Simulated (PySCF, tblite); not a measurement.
# C₃H₇FOSi: a rotation path, then NMR shifts on frames, part 2 of 2

tblite 0.8.0 and PySCF 2.14.0. Atoms count from 0. Earlier steps stand in the parts before.

**5. NMR shieldings: image 6, PBE0/pcSseg-1**

What the job is given:

```
{"job": {"kind": "nmr", "xc": "PBE0", "basis": "pcSseg-1", "pop": false}, "charge": 0, "multiplicity": 1}
C     -0.907600     1.579500    -0.172200
C     -0.344100     0.404400     0.064000
C     -1.180200    -0.722100     0.595800
F     -0.468600    -1.510400     1.470900
Si     1.507000     0.073600    -0.219900
O      1.812600    -1.464900    -0.629200
H     -0.340700     2.399300    -0.578000
H     -1.953400     1.773700     0.019000
H     -2.062900    -0.366500     1.139100
H     -1.500600    -1.385100    -0.220000
H      2.267600     0.232800     1.009700
H      1.915200     0.973500    -1.302600
H      1.251300    -1.987400    -1.194500
```

Method: GIAO PBE0/pcSseg-1 NMR shielding, non-relativistic, gas phase.

What it wrote:

```text
coarse grid: 11400 points
cycle   1  E = -582.4382381243  dE =  6.334e-01  |g| = 8.293e-01  |ddm| = 3.174e+00
cycle   2  E = -582.3008450744  dE =  1.374e-01  |g| = 1.218e+00  |ddm| = 1.637e+00
cycle   3  E = -582.5574958555  dE = -2.567e-01  |g| = 1.013e-01  |ddm| = 1.139e+00
cycle   4  E = -582.5594230065  dE = -1.927e-03  |g| = 4.202e-02  |ddm| = 1.202e-01
cycle   5  E = -582.5598139632  dE = -3.910e-04  |g| = 1.022e-02  |ddm| = 3.888e-02
cycle   6  E = -582.5598316720  dE = -1.771e-05  |g| = 5.059e-03  |ddm| = 1.131e-02
cycle   7  E = -582.5598382602  dE = -6.588e-06  |g| = 6.822e-04  |ddm| = 4.279e-03
final grid: 105968 points
cycle   8  E = -582.6115616210  dE = -2.576e-05  |g| = 7.922e-03  |ddm| = 2.019e-02
cycle   9  E = -582.6115511034  dE =  1.052e-05  |g| = 1.099e-02  |ddm| = 1.466e-02
cycle  10  E = -582.6115749646  dE = -2.386e-05  |g| = 1.005e-03  |ddm| = 8.682e-03
cycle  11  E = -582.6115751534  dE = -1.887e-07  |g| = 1.540e-04  |ddm| = 8.687e-04
cycle  12  E = -582.6115751576  dE = -4.262e-09  |g| = 7.465e-05  |ddm| = 1.838e-04
cycle  13  E = -582.6115751588  dE = -1.188e-09  |g| = 2.560e-05  |ddm| = 8.402e-05
cycle  14  E = -582.6115751589  dE = -1.478e-10  |g| = 6.622e-06  |ddm| = 2.354e-05
converged SCF energy = -582.6115751589

GIAO shielding tensors (ppm)
atom      isotropic    diamagn.    paramagn.     s11        s22        s33       span
  0 C       55.467     253.430    -197.963    -63.697     65.199    164.900    228.596
  1 C       28.257     264.571    -236.314    -81.231     14.236    151.767    232.998
  2 C       95.146     241.237    -146.090     58.542     81.988    144.909     86.367
  3 F      415.182     473.572     -58.390    376.586    402.065    466.895     90.309
  4 Si     375.862     879.385    -503.523    340.460    352.306    434.821     94.361
  5 O      322.153     388.020     -65.867    295.802    317.143    353.516     57.714
  6 H       26.048      31.303      -5.255     22.706     25.399     30.039      7.333
  7 H       25.688      30.907      -5.219     22.278     25.387     29.399      7.121
  8 H       26.399      29.356      -2.956     22.469     26.524     30.205      7.736
  9 H       26.154      29.529      -3.376     23.273     26.098     29.090      5.817
 10 H       26.460      28.949      -2.489     23.709     24.873     30.798      7.089
 11 H       26.426      29.493      -3.068     22.826     25.479     30.973      8.147
 12 H       30.497      32.269      -1.772     22.679     25.819     42.992     20.313
```

It took 25 s on 1 thread of AMD EPYC, shared host; peak memory 0.78 GiB.

This run: δ C1 158.7, C0 131.5, C2 91.8, F3 -244.2, H7 6.03, H6 5.67 ppm.

**6. Shielding tensors: image 7, PBE0/pcSseg-1**

What the job is given:

```
{"job": {"kind": "nmr", "xc": "PBE0", "basis": "pcSseg-1", "pop": false}, "charge": 0, "multiplicity": 1}
C     -0.928800     1.526800    -0.288400
C     -0.351800     0.391400     0.075500
C     -1.170500    -0.687600     0.719400
F     -0.458500    -1.332700     1.704400
Si     1.499100     0.026600    -0.158500
O      1.742900    -1.445400    -0.799900
H     -0.369700     2.308800    -0.772600
H     -1.978900     1.724400    -0.127000
H     -2.080600    -0.299800     1.191100
H     -1.440200    -1.458300    -0.015400
H      2.194500    -0.083400     1.111500
H      2.008900     1.071100    -1.051600
H      1.329300    -1.741400    -1.606100
```

Method: GIAO PBE0/pcSseg-1 NMR shielding, non-relativistic, gas phase.

What it wrote:

```text
coarse grid: 11400 points
cycle   1  E = -582.4403359102  dE =  6.297e-01  |g| = 8.276e-01  |ddm| = 3.175e+00
cycle   2  E = -582.3015120328  dE =  1.388e-01  |g| = 1.219e+00  |ddm| = 1.634e+00
cycle   3  E = -582.5591868476  dE = -2.577e-01  |g| = 1.016e-01  |ddm| = 1.140e+00
cycle   4  E = -582.5611430811  dE = -1.956e-03  |g| = 4.119e-02  |ddm| = 1.204e-01
cycle   5  E = -582.5615217670  dE = -3.787e-04  |g| = 8.393e-03  |ddm| = 3.759e-02
cycle   6  E = -582.5615318525  dE = -1.009e-05  |g| = 4.470e-03  |ddm| = 8.817e-03
cycle   7  E = -582.5615368127  dE = -4.960e-06  |g| = 7.103e-04  |ddm| = 3.794e-03
final grid: 105968 points
cycle   8  E = -582.6135072189  dE = -2.599e-05  |g| = 8.085e-03  |ddm| = 2.014e-02
cycle   9  E = -582.6134956573  dE =  1.156e-05  |g| = 1.137e-02  |ddm| = 1.480e-02
cycle  10  E = -582.6135209929  dE = -2.534e-05  |g| = 9.719e-04  |ddm| = 8.857e-03
cycle  11  E = -582.6135211732  dE = -1.803e-07  |g| = 1.616e-04  |ddm| = 8.935e-04
cycle  12  E = -582.6135211785  dE = -5.305e-09  |g| = 5.324e-05  |ddm| = 1.753e-04
cycle  13  E = -582.6135211789  dE = -4.507e-10  |g| = 2.042e-05  |ddm| = 5.115e-05
converged SCF energy = -582.6135211789

GIAO shielding tensors (ppm)
atom      isotropic    diamagn.    paramagn.     s11        s22        s33       span
  0 C       54.641     253.353    -198.712    -62.080     63.916    162.087    224.167
  1 C       27.507     264.598    -237.091    -81.712      9.404    154.829    236.541
  2 C       95.635     241.288    -145.654     59.764     82.205    144.935     85.171
  3 F      415.626     473.367     -57.740    375.991    404.656    466.232     90.241
  4 Si     373.737     879.495    -505.758    345.645    353.366    422.201     76.557
  5 O      316.498     387.948     -71.450    290.060    316.810    342.624     52.564
  6 H       25.945      31.414      -5.470     22.717     25.240     29.877      7.160
  7 H       25.725      30.928      -5.203     22.474     25.372     29.330      6.856
  8 H       26.482      29.312      -2.830     22.517     26.600     30.330      7.812
  9 H       26.101      29.367      -3.265     23.412     25.975     28.917      5.505
 10 H       26.486      29.029      -2.543     24.244     24.568     30.647      6.403
 11 H       26.574      29.670      -3.096     23.067     25.565     31.090      8.022
 12 H       30.546      31.961      -1.415     23.124     25.310     43.205     20.081
```

Wall time 24 s (1 thread of AMD EPYC, shared host); peak memory 0.78 GiB.

This run: δ C1 159.4, C0 132.3, C2 91.3, F3 -244.7, H7 5.99, H6 5.77 ppm.

**7. Nuclear shieldings: image 8, PBE0/pcSseg-1**

What the job is given:

```
{"job": {"kind": "nmr", "xc": "PBE0", "basis": "pcSseg-1", "pop": false}, "charge": 0, "multiplicity": 1}
C     -0.927900     1.485100    -0.334100
C     -0.348700     0.371700     0.090400
C     -1.161200    -0.668400     0.803400
F     -0.576500    -1.012500     2.002900
Si     1.495000    -0.024700    -0.147500
O      1.675800    -1.403100    -0.993600
H     -0.372500     2.243600    -0.859100
H     -1.978000     1.690000    -0.181900
H     -2.174800    -0.322600     1.036300
H     -1.209100    -1.593000     0.214100
H      2.149000    -0.362900     1.103600
H      2.075000     1.110700    -0.869600
H      1.349500    -1.513300    -1.882700
```

Level: GIAO PBE0/pcSseg-1 NMR shielding, non-relativistic, gas phase.

What it wrote:

```text
coarse grid: 11400 points
cycle   1  E = -582.4410325698  dE =  6.210e-01  |g| = 8.275e-01  |ddm| = 3.166e+00
cycle   2  E = -582.2998510779  dE =  1.412e-01  |g| = 1.224e+00  |ddm| = 1.605e+00
cycle   3  E = -582.5596765429  dE = -2.598e-01  |g| = 1.015e-01  |ddm| = 1.125e+00
cycle   4  E = -582.5616350881  dE = -1.959e-03  |g| = 4.127e-02  |ddm| = 1.198e-01
cycle   5  E = -582.5620117350  dE = -3.766e-04  |g| = 7.518e-03  |ddm| = 3.671e-02
cycle   6  E = -582.5620194818  dE = -7.747e-06  |g| = 3.730e-03  |ddm| = 6.905e-03
cycle   7  E = -582.5620226105  dE = -3.129e-06  |g| = 7.021e-04  |ddm| = 3.055e-03
final grid: 105968 points
cycle   8  E = -582.6138710509  dE = -2.483e-05  |g| = 8.339e-03  |ddm| = 1.971e-02
cycle   9  E = -582.6138586046  dE =  1.245e-05  |g| = 1.177e-02  |ddm| = 1.497e-02
cycle  10  E = -582.6138857586  dE = -2.715e-05  |g| = 9.983e-04  |ddm| = 8.840e-03
cycle  11  E = -582.6138859496  dE = -1.910e-07  |g| = 1.627e-04  |ddm| = 9.031e-04
cycle  12  E = -582.6138859546  dE = -5.059e-09  |g| = 6.581e-05  |ddm| = 1.793e-04
cycle  13  E = -582.6138859553  dE = -6.760e-10  |g| = 2.197e-05  |ddm| = 5.346e-05
converged SCF energy = -582.6138859553

GIAO shielding tensors (ppm)
atom      isotropic    diamagn.    paramagn.     s11        s22        s33       span
  0 C       50.884     253.481    -202.596    -62.553     60.045    155.161    217.714
  1 C       29.245     264.471    -235.227    -82.840      6.777    163.797    246.638
  2 C       96.508     241.302    -144.794     63.264     82.861    143.399     80.136
  3 F      408.606     473.165     -64.559    372.061    393.134    460.624     88.563
  4 Si     373.033     879.605    -506.571    351.907    353.641    413.552     61.645
  5 O      314.413     387.847     -73.434    286.167    315.833    341.239     55.072
  6 H       25.861      31.505      -5.644     22.802     25.043     29.738      6.937
  7 H       25.611      30.988      -5.377     22.408     25.329     29.097      6.689
  8 H       26.698      29.489      -2.791     22.808     26.668     30.619      7.811
  9 H       26.054      29.358      -3.304     23.837     25.805     28.520      4.682
 10 H       26.468      29.034      -2.566     23.831     25.016     30.556      6.725
 11 H       26.603      29.714      -3.111     23.178     25.489     31.142      7.965
 12 H       30.625      31.733      -1.108     23.224     25.266     43.386     20.161
```

Wall time 26 s (1 thread of AMD EPYC, shared host); peak memory 0.78 GiB.

In short: δ C1 157.7, C0 136.0, C2 90.4, F3 -237.7, H7 6.11, H6 5.86 ppm.

**8. Side by side: NMR shifts**

Shifts (ppm) of some atoms, chosen among heavy atoms and hydrogens apart, with basis size and wall time:

| frame | C0 | C2 | H10 | H12 | F3 | Si4 | O5 | functions | time |
| --- | --- | --- | --- | --- | --- | --- | --- | --- | --- |
| image 0 | 131.0 | 94.3 | 4.91 | 1.49 | -247.8 | -23.8 | 24.8 | 144 | 36 s |
| image 3 | 131.2 | 94.3 | 5.44 | 1.83 | -244.1 | -29.2 | 16.4 | 144 | 26 s |
| image 6 | 131.5 | 91.8 | 5.26 | 1.22 | -244.2 | -26.7 | 13.9 | 144 | 25 s |
| image 7 | 132.3 | 91.3 | 5.23 | 1.17 | -244.7 | -24.6 | 19.6 | 144 | 24 s |
| image 8 | 136.0 | 90.4 | 5.25 | 1.09 | -237.7 | -23.9 | 21.7 | 144 | 26 s |

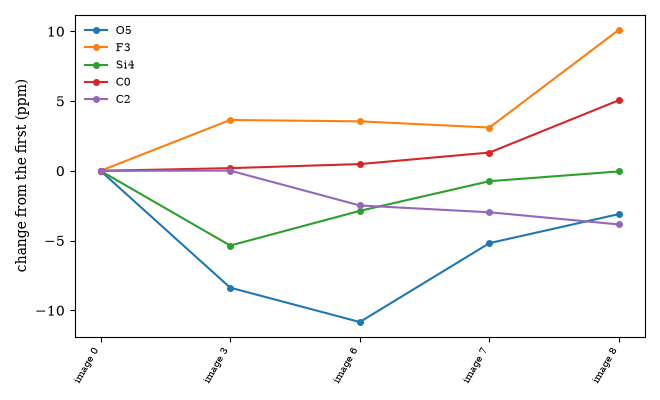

How five of the tabulated atoms move from run to run.

**9. Outcome**

This closing draws on all 2 parts.

```
                                                                  quantity                                         value
                                                                   barrier            0.107 eV (2.5 kcal/mol) at image 6
                                                     end to end (GFN2-xTB)                                      0.089 eV
                           13C shifts against TMS (PBE0/pcSseg-1, image 0)                        158.2, 131.0, 94.3 ppm
                            1H shifts against TMS (PBE0/pcSseg-1, image 0)  5.90, 5.78, 5.72, 5.53, 5.38, 4.91, 1.49 ppm
                         19F shifts against CFCl3 (PBE0/pcSseg-1, image 0)                                    -247.8 ppm
                          29Si shifts against TMS (PBE0/pcSseg-1, image 0)                                     -23.8 ppm
                           17O shifts against H2O (PBE0/pcSseg-1, image 0)                                      24.8 ppm
potential on the surface of density 0.002 e/bohr³, 1st and 99th percentile                            -1.51 V and 1.61 V
                                                  range of the shift of O5                              13.9 to 24.8 ppm
```

Along the band the dihedral turns by 119°, and the top (dihedral 31°) lies 2.5 kcal/mol above the start (GFN2-xTB, rough), so at room temperature this motion is fast. The top was not checked by a frequency run. Shifts at one fixed geometry are not the observed spectrum, which averages over the motion. In the first frame run (image 0): Shielding is most anisotropic at C1 (span 243 ppm, paramagnetic term -237 ppm). By nearest atom (PBE0/pcSseg-1), the HOMO sits on C0, C1 about 34 % each; H9, H11 about 6 % each and the LUMO on C0, C1 about 29 % each; H6, H7 about 8 % each. Across the 5 runs the shift of O5 moves most, between 13.9 (image 6) and 24.8 ppm (image 0).
